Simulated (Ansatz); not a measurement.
**GeSiH6O (SMILES [OH][GeH2][SiH3]): BHLYP/cc-pVDZ**

Aim: the electronic atomisation energy of GeSiH6O at BHLYP/cc-pVDZ, from 5 runs. 

The calculation is run with Ansatz 0.2.0.

63 further runs of the same task are left out: 63 set aside as unsound or not needed. Runs told in other sessions of the task aren't counted.

## 1. The molecule

GeSiH6O has 9 atoms, charge 0, and is taken as a singlet. As SMILES, `[OH][GeH2][SiH3]`. Geometry: relaxed at PBE0-D4/def2-TZVP. This is one conformer, not always the lowest.

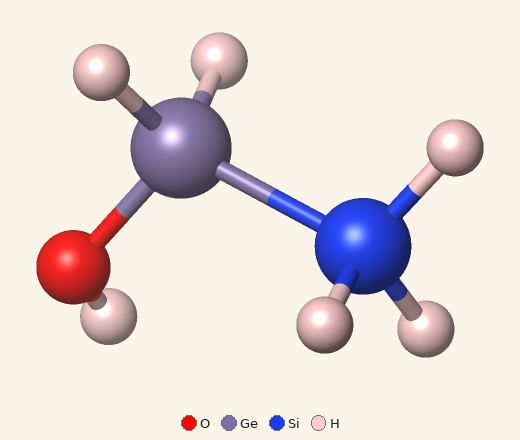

The structure, seen from a chosen angle (oxygen red, germanium purple, silicon blue, hydrogen pink).

## 2. A single-point energy at BHLYP/cc-pVDZ

Input file run.yaml:

```yaml
crystal:
  periodic: [false, false, false]
  atoms:
    - {symbol: O, position_ang: [-1.665400, 1.003200, -0.854800]}
    - {symbol: Ge, position_ang: [0.086300, 0.899600, -0.495500]}
    - {symbol: Si, position_ang: [0.525800, -1.010700, 0.870400]}
    - {symbol: H, position_ang: [-1.973400, 0.267900, -1.389000]}
    - {symbol: H, position_ang: [0.873700, 0.832100, -1.824400]}
    - {symbol: H, position_ang: [0.388100, 2.226700, 0.215900]}
    - {symbol: H, position_ang: [1.986000, -1.132800, 1.128400]}
    - {symbol: H, position_ang: [0.060100, -2.236200, 0.166300]}
    - {symbol: H, position_ang: [-0.192800, -0.896100, 2.165800]}
basis:
  gaussian:
    orbitals: cc-pVDZ
hamiltonian:
  xc: {name: BHLYP}
accuracy: high
output:
  orbitals: {seedname: orbitals}
```

Started as:

```
$ ansatz run run.yaml --threads 1 --pin off --max-ram 3480MiB --events-out events.jsonl --progress --plain --runs-dir runs
```

Standard output:

```text
Warning: RAYON_NUM_THREADS=1 ignored (pool sized by the plan → 1); use --threads N
Functional definition: BHLYP
  name "BHLYP"
  parameter a = 0.5
  exchange = (1 - a)*b88_x + a*exact_x
  correlation = lyp_c
2066 factors; integrals over basis functions are off by at most 4.7e-9 eV
mean field evaluation 1: about -66534.8779 eV, gradient 4.2e1 eV
mean field evaluation 2: about -66532.2927 eV, gradient 5.7e1 eV
mean field evaluation 4: about -66538.0673 eV, gradient 4.8e-1 eV
mean field evaluation 8: about -66538.3196 eV, gradient 6.0e-2 eV
mean field evaluation 16: about -66538.3197 eV, gradient 2.3e-5 eV
mean field -66538.31965780 eV, -2445.2381461313 hartree, gradient 4.9e-8 eV, S^2 0.000000; 0 other end points of the search recorded, 0 dependent functions left out
reference -66538.31968742 eV, -2445.2381472197 hartree; 30, 30 occupied and 59, 59 virtual orbitals, 2066 factors
Total energy: -66538.31968742 eV, -2445.2381472197 hartree
```

Wall time 13 s (1 thread of Arm Neoverse V1, shared host); peak memory 0.34 GiB.

## 3. The Ge atom

Input file in.yaml:

```yaml
crystal:
  periodic: [false, false, false]
  atoms:
    - {symbol: Ge, position_ang: [0.000000, 0.000000, 0.000000]}
basis:
  gaussian: {orbitals: cc-pVDZ}
magnetization: {spin_polarized: true, initial_magnetization: 2}
hamiltonian: {xc: {name: BHLYP}}
accuracy: high
```

Started as:

```
$ ansatz run in.yaml --threads 1 --pin off --max-ram 3480MiB --events-out events.jsonl --progress --plain --runs-dir runs
```

Standard output:

```text
Warning: RAYON_NUM_THREADS=1 ignored (pool sized by the plan → 1); use --threads N
[... 5 set-up lines as earlier in the session ...]
260 factors; integrals over basis functions are off by at most 4.5e-9 eV
mean field evaluation 1: about -56514.6366 eV, gradient 2.0e0 eV
mean field evaluation 2: about -56514.6843 eV, gradient 4.5e-1 eV
mean field evaluation 4: about -56514.6870 eV, gradient 4.5e-1 eV
mean field evaluation 8: about -56514.6896 eV, gradient 4.9e-4 eV
mean field evaluation 16: about -56514.6896 eV, gradient 1.2e-8 eV
mean field -56514.68960110 eV, -2076.8765358079 hartree, gradient 1.2e-8 eV, S^2 2.003207; 0 other end points of the search recorded, 0 dependent functions left out
reference -56514.68961563 eV, -2076.8765363419 hartree; 17, 15 occupied and 10, 12 virtual orbitals, 260 factors
Total energy: -56514.68961563 eV, -2076.8765363419 hartree
```

Run time: 1.2 s. Hardware: 1 thread of Arm Neoverse V1, shared host; peak memory 0.092 GiB.

## 4. The H atom at the same level

Input file job.yaml:

```yaml
crystal:
  periodic: [false, false, false]
  atoms:
    - {symbol: H, position_ang: [0.000000, 0.000000, 0.000000]}
basis:
  gaussian: {orbitals: cc-pVDZ}
total_charge: 0
magnetization: {spin_polarized: true, initial_magnetization: 1}
hamiltonian: {xc: {name: BHLYP}}
accuracy: high
```

Run the same way, it converges to -0.49784 Eh (log not shown).

## 5. The O atom at the same level

Input file molecule.yaml:

```yaml
crystal:
  periodic: [false, false, false]
  atoms:
    - {symbol: O, position_ang: [0.000000, 0.000000, 0.000000]}
basis:
  gaussian:
    orbitals: cc-pVDZ
magnetization:
  spin_polarized: true
  initial_magnetization: 2
hamiltonian:
  xc: {name: BHLYP}
accuracy: high
```

Run the same way, it converges to -75.05193 Eh (log not shown).

## 6. The Si atom, same level

molecule.yaml, as its differences from that of step 5:

```diff
@@ -3,3 +3,3 @@
   atoms:
-    - {symbol: O, position_ang: [0.000000, 0.000000, 0.000000]}
+    - {symbol: Si, position_ang: [0.000000, 0.000000, 0.000000]}
 basis:
```

Started as:

```
$ ansatz run molecule.yaml --threads 1 --pin off --max-ram 3480MiB --events-out events.jsonl --progress --plain --runs-dir runs
```

Standard output:

```text
Warning: RAYON_NUM_THREADS=1 ignored (pool sized by the plan → 1); use --threads N
[... 5 set-up lines as earlier in the session ...]
144 factors; integrals over basis functions are off by at most 3.2e-9 eV
mean field evaluation 1: about -7874.2347 eV, gradient 2.2e0 eV
mean field evaluation 2: about -7874.2947 eV, gradient 5.4e-1 eV
mean field evaluation 4: about -7874.3040 eV, gradient 1.1e-1 eV
mean field evaluation 8: about -7874.3042 eV, gradient 4.1e-4 eV
mean field -7874.30420862 eV, -289.3753422716 hartree, gradient 5.1e-8 eV, S^2 2.004545; 0 other end points of the search recorded, 0 dependent functions left out
reference -7874.30422321 eV, -289.3753428080 hartree; 8, 6 occupied and 10, 12 virtual orbitals, 144 factors
Total energy: -7874.30422321 eV, -289.3753428080 hartree
```

It took 0.52 s on 1 thread of Arm Neoverse V1, shared host.

## 7. What came out

Level: BHLYP/cc-pVDZ.

```
                     quantity           value
       molecule: total energy  -2445.23815 Eh
        molecule: HOMO energy        -8.81 eV
        molecule: LUMO energy         0.80 eV
      molecule: HOMO–LUMO gap         9.61 eV
        Ge atom: total energy  -2076.87654 Eh
                Ge atom: ⟨S²⟩           2.003
         H atom: total energy     -0.49784 Eh
                 H atom: ⟨S²⟩           0.750
         O atom: total energy    -75.05193 Eh
                 O atom: ⟨S²⟩           2.002
        Si atom: total energy   -289.37534 Eh
                Si atom: ⟨S²⟩           2.005
electronic atomisation energy       25.777 eV
```

**Reading.** Taking the molecule apart into free atoms costs 25.78 eV (2487 kJ/mol), before zero-point energy and without spin-orbit coupling.
